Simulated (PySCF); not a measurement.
SMILES [CH2]OCC, doublet at its PBE0/def2-SVP optimised geometry (Å):

```
11

C     -1.2451    -0.5891     0.0000
O      0.1005    -0.5891     0.0000
C      0.7240     0.5209     0.6068
C      0.6864     0.4553     2.1195
H     -1.6870    -1.4549    -0.4959
H     -1.7629     0.3792     0.0000
H      0.2513     1.4549     0.2443
H      1.7629     0.5163     0.2436
H      1.1654    -0.4680     2.4782
H     -0.3502     0.4674     2.4887
H      1.2184     1.3146     2.5554
```

Level of theory: unrestricted PBE0/def2-TZVP in PySCF. Cells within 0.4 Å of a nucleus heavier than hydrogen are left out (blank, or x).

Map of the log10 of the electron density (e/bohr³), floored at −4 on the plane z = 0.6 Å:

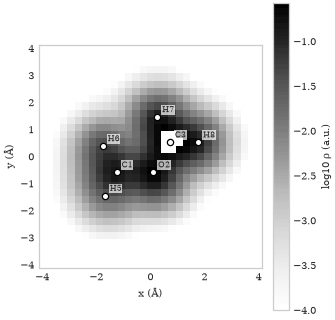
*Log10 of the electron density (e/bohr³), floored at −4 on the plane z = 0.6 Å.*
